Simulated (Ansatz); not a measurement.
# TiBr2F2: single points with varied inputs

How do the results and run time of TiBr2F2 respond when the settings are drawn wide?

Program: Ansatz 0.2.0, Gaussian basis. Level of theory: the settings change from run to run. These are calculated values, not measurements.

## 1. The relaxed structure

An earlier PBE0-D4 in a triple-zeta def2 set relaxation fixed the geometry.

5 atoms, charge 0, spin multiplicity 1.

Atoms are counted from 1 here; the program's logs count them from 0.

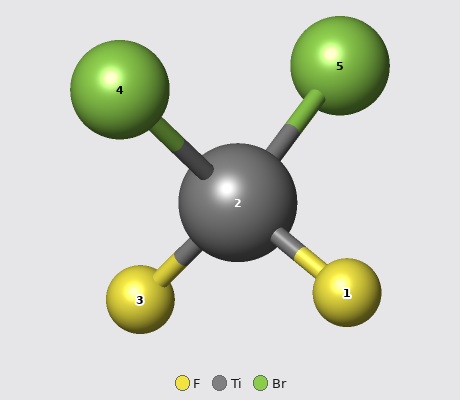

The geometry (fluorine yellow, titanium grey, bromine green); atoms are numbered from 1 in the order of the file.

## 2. LC-wPBE/aug-pcseg-2

This run has coordinates scaled by 1.12.

File in.yaml:

```yaml
crystal:
  periodic: [false, false, false]
  atoms:
    - {symbol: F, position_ang: [0.057377, -0.406373, 1.984654]}
    - {symbol: Ti, position_ang: [0.106151, -0.105866, 0.067866]}
    - {symbol: F, position_ang: [1.562530, -1.128920, -0.706139]}
    - {symbol: Br, position_ang: [-2.147999, -0.868585, -0.988238]}
    - {symbol: Br, position_ang: [0.477715, 2.427315, -0.404511]}
basis:
  gaussian: {orbitals: aug-pcseg-2}
hamiltonian: {xc: {name: LC-wPBE}}
output: {forces: true}
```

Started as:

```console
ansatz run in.yaml --threads 4 --pin off --events-out ev --progress --plain --max-ram 11315MiB
```

Standard output:

```text
Functional definition: LC-wPBE
  name "LC-wPBE"
  cite "Vydrov & Scuseria, J. Chem. Phys. 125, 234109 (2006) doi:10.1063/1.2409292"
  cite "Heyd & Scuseria, J. Chem. Phys. 120, 7274 (2004) doi:10.1063/1.1668634"
  cite "Ernzerhof & Perdew, J. Chem. Phys. 109, 3313 (1998) doi:10.1063/1.476928"
  cite "Perdew, Burke & Ernzerhof, Phys. Rev. Lett. 77, 3865 (1996) doi:10.1103/PhysRevLett.77.3865"
  parent pbe
  parameter omega = 0.4/bohr
  exchange = pbe_x_sr(omega) + exact_x_lr(omega)
  correlation = pbe_c
1731 factors; their error is unknown
647 factors; integrals over basis functions are off by at most 3.9e-5 eV
mean field evaluation 1: about -168613.0502 eV, gradient 7.3e1 eV
mean field evaluation 2: about -168160.4134 eV, gradient 5.8e2 eV
mean field evaluation 4: about -168624.3713 eV, gradient 2.4e1 eV
mean field evaluation 8: about -168625.2904 eV, gradient 2.3e-1 eV
mean field evaluation 16: about -168625.2111 eV, gradient 3.1e-3 eV
mean field -168625.21108557 eV, -6196.8622091216 hartree, gradient 5.5e-5 eV, S^2 0.000000; 0 other end points of the search recorded, 0 dependent functions left out
the calculation of the forces begins
reference -168625.21108559 eV, -6196.8622091220 hartree; 55, 55 occupied and 236, 236 virtual orbitals, 1731 factors
Total energy: -168625.21108559 eV, -6196.8622091220 hartree
Atom 0 at     0.057377    -0.406373     1.984654 Å, force     0.090266     0.724751    -4.500176 eV/Å
Atom 1 at     0.106151    -0.105866     0.067866 Å, force     1.179871    -1.108883     0.957750 eV/Å
Atom 2 at     1.562530    -1.128920    -0.706139 Å, force    -3.428366     2.413855     1.790141 eV/Å
Atom 3 at    -2.147999    -0.868585    -0.988238 Å, force     2.608820     0.905247     1.216222 eV/Å
Atom 4 at     0.477715     2.427315    -0.404511 Å, force    -0.450592    -2.934970     0.536062 eV/Å
Dipole moment:    -0.072655     0.068284    -0.058977 e Å
```

It took 12 s on 4 threads of Arm Neoverse V1, shared host; peak memory 1 GiB.

Largest force 4.559 eV/Å, dipole 0.56 D.

## 3. r2SCANh/x2c-TZVPPall

Options: charge -1, multiplicity 2.

File in.yaml:

```yaml
crystal:
  periodic: [false, false, false]
  atoms:
    - {symbol: F, position_ang: [0.051229, -0.362833, 1.772012]}
    - {symbol: Ti, position_ang: [0.094778, -0.094523, 0.060594]}
    - {symbol: F, position_ang: [1.395116, -1.007965, -0.630481]}
    - {symbol: Br, position_ang: [-1.917856, -0.775523, -0.882355]}
    - {symbol: Br, position_ang: [0.426532, 2.167245, -0.361171]}
basis:
  gaussian: {orbitals: x2c-TZVPPall}
total_charge: -1
magnetization: {spin_polarized: true, initial_magnetization: 1}
hamiltonian: {xc: {name: r2SCANh}}
output: {forces: true}
```

Same command.

Standard output (excerpt; [...] marks lines left out):

```text
Functional definition: r2SCANh
  name "r2SCANh"
  cite "Bursch, Neugebauer, Ehlert & Grimme, J. Chem. Phys. 156, 134105 (2022) doi:10.1063/5.0086040"
  cite "Furness, Kaplan, Ning, Perdew & Sun, J. Phys. Chem. Lett. 11, 8208 (2020) doi:10.1021/acs.jpclett.0c02405"
  cite "Furness, Kaplan, Ning, Perdew & Sun, J. Phys. Chem. Lett. 11, 9248 (2020) doi:10.1021/acs.jpclett.0c03077"
  parent r2scan
[...]
1538 factors; their error is unknown
[...]
mean field -170520.38302901 eV, -6266.5084934493 hartree, gradient 6.9e-6 eV, S^2 0.753168; 5 other end points of the search recorded, 0 dependent functions left out
[...]
reference -170520.38304565 eV, -6266.5084940608 hartree; 56, 55 occupied and 166, 167 virtual orbitals, 1538 factors
Total energy: -170520.38304565 eV, -6266.5084940608 hartree
Relativity: scalar
Atom 0 at     0.051229    -0.362833     1.772012 Å, force    -0.375106    -0.137374     2.463037 eV/Å
Atom 1 at     0.094778    -0.094523     0.060594 Å, force     0.173502    -0.163349     0.140915 eV/Å
Atom 2 at     1.395116    -1.007965    -0.630481 Å, force     1.754118    -1.159500    -1.343412 eV/Å
Atom 3 at    -1.917856    -0.775523    -0.882355 Å, force    -1.818733    -0.578562    -0.861992 eV/Å
Atom 4 at     0.426532     2.167245    -0.361171 Å, force     0.266219     2.038785    -0.398549 eV/Å
Dipole moment:    -0.074032     0.069573    -0.060093 e Å
```

Run time: 76 s. Hardware: 4 threads of Arm Neoverse V1, shared host; peak memory 1.9 GiB.

Largest force 2.495 eV/Å, ⟨S²⟩ 0.753.

## 4. B97/x2c-TZVPPall

This run has charge +1, multiplicity 2, finite nuclei, the search for lower states set to light.

in.yaml: that of step 3 with these lines changed.

```diff
@@ -9,6 +9,6 @@
 basis:
-  gaussian: {orbitals: x2c-TZVPPall}
-total_charge: -1
+  gaussian: {orbitals: x2c-TZVPPall, nuclear_model: gaussian}
+total_charge: 1
 magnetization: {spin_polarized: true, initial_magnetization: 1}
-hamiltonian: {xc: {name: r2SCANh}}
-output: {forces: true}
+hamiltonian: {xc: {name: B97}}
+scf: {lower_state_search: light}
```

Same command.

Standard output (excerpt; [...] marks lines left out):

```text
Functional definition: B97
  name "B97"
  cite "Becke, J. Chem. Phys. 107, 8554 (1997) doi:10.1063/1.475007"
[...]
      + integral(e_c_pw_opposite_spin*poly(b97_u_opposite, cos0, cos1, cos2))
1615 factors; their error is unknown
[...]
mean field -170499.97643480 eV, -6265.7585649440 hartree, gradient 3.9e-6 eV, S^2 0.769849; 8 other end points of the search recorded, 0 dependent functions left out
reference -170499.97646509 eV, -6265.7585660573 hartree; 55, 54 occupied and 167, 168 virtual orbitals, 1615 factors
Total energy: -170499.97646509 eV, -6265.7585660573 hartree
Relativity: scalar
```

It took 99 s on 4 threads of Arm Neoverse V1, shared host; peak memory 1.5 GiB.

⟨S²⟩ 0.770.

## 5. PBE/def2-mTZVP

Options: atoms shaken by 0.08 Å, the search for lower states set to full.

File in.yaml:

```yaml
crystal:
  periodic: [false, false, false]
  atoms:
    - {symbol: F, position_ang: [0.053566, -0.338359, 1.723239]}
    - {symbol: Ti, position_ang: [0.017484, -0.159158, 0.036237]}
    - {symbol: F, position_ang: [1.443958, -1.004446, -0.629414]}
    - {symbol: Br, position_ang: [-1.963973, -0.647361, -0.845989]}
    - {symbol: Br, position_ang: [0.451063, 2.186332, -0.331557]}
basis:
  gaussian: {orbitals: def2-mTZVP}
hamiltonian: {xc: {name: PBE}}
scf: {lower_state_search: full}
```

Launched as before.

Standard output:

```text
Functional definition: PBE
  name "PBE"
  cite "Perdew, Burke & Ernzerhof, Phys. Rev. Lett. 77, 3865 (1996) doi:10.1103/PhysRevLett.77.3865"
  parent pbe
  parameter kappa = 0.804
  parameter beta = 0.06672455060314922
  exchange = pbe_x(kappa = kappa, mu = beta*pi^2/3)
  correlation = pbe_c(beta = beta)
1360 factors; their error is unknown
mean field evaluation 1: about -168615.2394 eV, gradient 5.4e1 eV
mean field evaluation 2: about -168532.3596 eV, gradient 2.5e2 eV
mean field evaluation 4: about -168607.4459 eV, gradient 8.5e1 eV
mean field evaluation 8: about -168619.6951 eV, gradient 2.0e-1 eV
mean field evaluation 16: about -168568.0863 eV, gradient 1.9e2 eV
mean field evaluation 32: about -168619.6503 eV, gradient 1.2e-2 eV
mean field evaluation 64: about -168608.1600 eV, gradient 6.9e1 eV
mean field -168619.65033469 eV, -6196.6578552957 hartree, gradient 1.4e-5 eV, S^2 0.000000; 3 other end points of the search recorded, 0 dependent functions left out
reference -168619.65037733 eV, -6196.6578568629 hartree; 55, 55 occupied and 88, 88 virtual orbitals, 1360 factors
Total energy: -168619.65037733 eV, -6196.6578568629 hartree
```

Run time: 4.9 s. Hardware: 4 threads of Arm Neoverse V1, shared host.

## 6. wB97X-V/cc-pVDZ

Set apart from the defaults: a grid of angular degree 47.

File in.yaml:

```yaml
crystal:
  periodic: [false, false, false]
  atoms:
    - {symbol: F, position_ang: [0.051229, -0.362833, 1.772012]}
    - {symbol: Ti, position_ang: [0.094778, -0.094523, 0.060594]}
    - {symbol: F, position_ang: [1.395116, -1.007965, -0.630481]}
    - {symbol: Br, position_ang: [-1.917856, -0.775523, -0.882355]}
    - {symbol: Br, position_ang: [0.426532, 2.167245, -0.361171]}
basis:
  gaussian: {orbitals: cc-pVDZ, final_grid: {core_spheres: 20, valence_spheres: 16, degree: 47}}
hamiltonian: {xc: {name: wB97X-V}}
output: {forces: true}
```

Same command.

Standard output (excerpt; [...] marks lines left out):

```text
Functional definition: wB97X-V
  name "wB97X-V"
  cite "Mardirossian & Head-Gordon, Phys. Chem. Chem. Phys. 16, 9904 (2014) doi:10.1039/C3CP54374A"
  cite "Becke, J. Chem. Phys. 107, 8554 (1997) doi:10.1063/1.475007"
  cite "Vydrov & Van Voorhis, J. Chem. Phys. 133, 244103 (2010) doi:10.1063/1.3521275"
[...]
      + integral(e_c_pw_opposite_spin*poly(b97_u_opposite, cos0, cos1)) + vv10(b, c)
1345 factors; integrals over basis functions are off by at most 5.2e-4 eV
252 factors; integrals over basis functions are off by at most 6.7e-5 eV
[...]
mean field -168630.14771594 eV, -6197.0436269413 hartree, gradient 2.1e-5 eV, S^2 0.000000; 0 other end points of the search recorded, 0 dependent functions left out
[...]
reference -168630.14771227 eV, -6197.0436268066 hartree; 55, 55 occupied and 70, 70 virtual orbitals, 1345 factors
Total energy: -168630.14771227 eV, -6197.0436268066 hartree
Atom 0 at     0.051229    -0.362833     1.772012 Å, force     0.007055     0.026745    -0.183578 eV/Å
Atom 1 at     0.094778    -0.094523     0.060594 Å, force     0.053729    -0.050329     0.043569 eV/Å
Atom 2 at     1.395116    -1.007965    -0.630481 Å, force    -0.138618     0.096675     0.076844 eV/Å
Atom 3 at    -1.917856    -0.775523    -0.882355 Å, force     0.084340     0.020355     0.041711 eV/Å
Atom 4 at     0.426532     2.167245    -0.361171 Å, force    -0.006506    -0.093446     0.021453 eV/Å
Dipole moment:    -0.029598     0.027806    -0.024023 e Å
```

Run time: 12 s. Hardware: 4 threads of Arm Neoverse V1, shared host; peak memory 0.51 GiB.

Largest force 0.186 eV/Å, dipole 0.23 D.

## 7. r2SCAN0/def2-SVPD

This run has charge +1, multiplicity 2, a point charge of 0.50 e beside it.

in.yaml: that of step 6 with these lines changed.

```diff
@@ -9,4 +9,5 @@
 basis:
-  gaussian: {orbitals: cc-pVDZ, final_grid: {core_spheres: 20, valence_spheres: 16, degree: 47}}
-hamiltonian: {xc: {name: wB97X-V}}
-output: {forces: true}
+  gaussian: {orbitals: def2-SVPD, point_charges: [{charge: 0.50, position_ang: [5.272, 0.614, -0.089]}]}
+total_charge: 1
+magnetization: {spin_polarized: true, initial_magnetization: 1}
+hamiltonian: {xc: {name: r2SCAN0}}
```

Launched as before.

Standard output (excerpt; [...] marks lines left out):

```text
Functional definition: r2SCAN0
  name "r2SCAN0"
  cite "Bursch, Neugebauer, Ehlert & Grimme, J. Chem. Phys. 156, 134105 (2022) doi:10.1063/5.0086040"
  cite "Furness, Kaplan, Ning, Perdew & Sun, J. Phys. Chem. Lett. 11, 8208 (2020) doi:10.1021/acs.jpclett.0c02405"
  cite "Furness, Kaplan, Ning, Perdew & Sun, J. Phys. Chem. Lett. 11, 9248 (2020) doi:10.1021/acs.jpclett.0c03077"
  parent r2scan
[...]
1586 factors; integrals over basis functions are off by at most 7.6e-4 eV
[...]
mean field -168607.97428759 eV, -6196.2287684793 hartree, gradient 1.1e-5 eV, S^2 0.788409; 6 other end points of the search recorded, 0 dependent functions left out
reference -168607.97431272 eV, -6196.2287694028 hartree; 55, 54 occupied and 107, 108 virtual orbitals, 1586 factors
Total energy: -168607.97431272 eV, -6196.2287694028 hartree
```

Run time: 47 s. Hardware: 4 threads of Arm Neoverse V1, shared host; peak memory 0.98 GiB.

⟨S²⟩ 0.788.

## 8. PBE0-DH/def2-mTZVPP

Options: charge -1, multiplicity 2, a point charge of 1.00 e beside it.

in.yaml: that of step 7 with these lines changed.

```diff
@@ -9,5 +9,5 @@
 basis:
-  gaussian: {orbitals: def2-SVPD, point_charges: [{charge: 0.50, position_ang: [5.272, 0.614, -0.089]}]}
-total_charge: 1
+  gaussian: {orbitals: def2-mTZVPP, point_charges: [{charge: 1.00, position_ang: [4.412, -0.478, -0.632]}]}
+total_charge: -1
 magnetization: {spin_polarized: true, initial_magnetization: 1}
-hamiltonian: {xc: {name: r2SCAN0}}
+hamiltonian: {xc: {name: PBE0-DH}}
```

Launched as before.

Standard output (excerpt; [...] marks lines left out):

```text
Functional definition: PBE0-DH
  name "PBE0-DH"
  cite "Brémond & Adamo, J. Chem. Phys. 135, 024106 (2011) doi:10.1063/1.3604569"
  cite "Perdew, Burke & Ernzerhof, Phys. Rev. Lett. 77, 3865 (1996) doi:10.1103/PhysRevLett.77.3865"
[...]
1395 factors; integrals over basis functions are off by at most 3.0e-4 eV
[...]
mean field -168618.45949172 eV, -6196.6140926240 hartree, gradient 1.8e-6 eV, S^2 0.752569; 8 other end points of the search recorded, 0 dependent functions left out
25 core orbitals not correlated: weight in the atoms' cores, before any rotation towards them, 1.000 or more for the frozen orbitals, at most 0.000 for the correlated occupied ones
reference -168618.45951380 eV, -6196.6140934354 hartree; 31, 30 occupied and 97, 98 virtual orbitals, 1395 factors
second order -39.16248148 eV of doubles, -0.00000000 eV of singles
Total energy: -168623.35482399 eV, -6196.7939927665 hartree
```

Wall time 54 s (4 threads of Arm Neoverse V1, shared host); peak memory 1.1 GiB.

⟨S²⟩ 0.753.

## 9. PBE/cc-pVDZ

This run has a point charge of 1.00 e beside it.

in.yaml: that of step 8 with these lines changed.

```diff
@@ -9,5 +9,4 @@
 basis:
-  gaussian: {orbitals: def2-mTZVPP, point_charges: [{charge: 1.00, position_ang: [4.412, -0.478, -0.632]}]}
-total_charge: -1
-magnetization: {spin_polarized: true, initial_magnetization: 1}
-hamiltonian: {xc: {name: PBE0-DH}}
+  gaussian: {orbitals: cc-pVDZ, point_charges: [{charge: 1.00, position_ang: [4.560, -0.678, 0.970]}]}
+hamiltonian: {xc: {name: PBE}}
+output: {forces: true}
```

Same command.

Standard output (excerpt; [...] marks lines left out):

```text
Functional definition: PBE
  name "PBE"
  cite "Perdew, Burke & Ernzerhof, Phys. Rev. Lett. 77, 3865 (1996) doi:10.1103/PhysRevLett.77.3865"
  parent pbe
[...]
1457 factors; their error is unknown
[...]
mean field -168617.22069105 eV, -6196.5685675389 hartree, gradient 1.6e-5 eV, S^2 0.000000; 0 other end points of the search recorded, 0 dependent functions left out
[...]
reference -168617.22076308 eV, -6196.5685701860 hartree; 55, 55 occupied and 70, 70 virtual orbitals, 1457 factors
Total energy: -168617.22076308 eV, -6196.5685701860 hartree
Atom 0 at     0.051229    -0.362833     1.772012 Å, force     0.163513    -0.129214     0.715230 eV/Å
Atom 1 at     0.094778    -0.094523     0.060594 Å, force    -1.486117     0.536449    -0.327477 eV/Å
Atom 2 at     1.395116    -1.007965    -0.630481 Å, force     1.238564    -0.620797    -0.313055 eV/Å
Atom 3 at    -1.917856    -0.775523    -0.882355 Å, force     0.024827     0.006751     0.004900 eV/Å
Atom 4 at     0.426532     2.167245    -0.361171 Å, force     0.136505     0.228995    -0.018419 eV/Å
Dipole moment:    -0.409528     0.102327    -0.134836 e Å
```

Run time: 3.2 s. Hardware: 4 threads of Arm Neoverse V1, shared host.

Largest force 1.614 eV/Å, dipole 2.13 D.

## 10. All runs side by side

```
               level  charge  multiplicity               geometry  functions  energy (eV)   time
 LC-wPBE/aug-pcseg-2       0             1                 scaled        291  -168625.211   12 s
r2SCANh/x2c-TZVPPall      -1             2                relaxed        222  -170520.383   76 s
    B97/x2c-TZVPPall       1             2                relaxed        222  -170499.976   99 s
      PBE/def2-mTZVP       0             1                 shaken        143  -168619.650  4.9 s
     wB97X-V/cc-pVDZ       0             1                relaxed        125  -168630.148   12 s
   r2SCAN0/def2-SVPD       1             2  relaxed, point charge        162  -168607.974   47 s
 PBE0-DH/def2-mTZVPP      -1             2  relaxed, point charge        153  -168623.355   54 s
         PBE/cc-pVDZ       0             1  relaxed, point charge        125  -168617.221  3.2 s
```

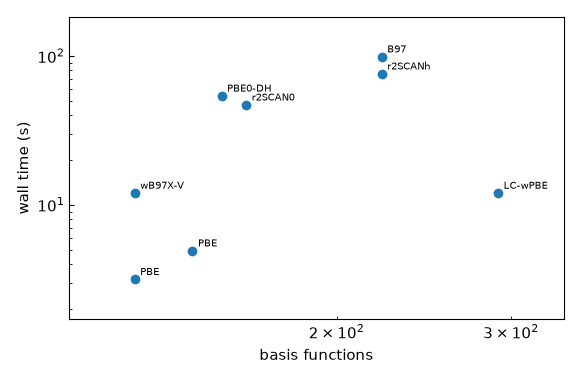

Wall time against the number of basis functions (shared host).

## 11. What came out

| quantity | value |
| --- | --- |
| runs | 8 |
| quickest | PBE/cc-pVDZ, 3.2 s |
| slowest | B97/x2c-TZVPPall, 99 s |

What this shows: The runs differ in state or geometry as well as level, so their energies can't be set against each other. B97/x2c-TZVPPall took 31 times as long as PBE/cc-pVDZ. The jobs differ in tasks and options as well as level. At the PBE0-D4/def2-TZVP geometry and in the same state, the sound runs without point charges leave forces up to 0.19 eV/Å (wB97X-V/cc-pVDZ), against 4.6 eV/Å where the atoms were moved.
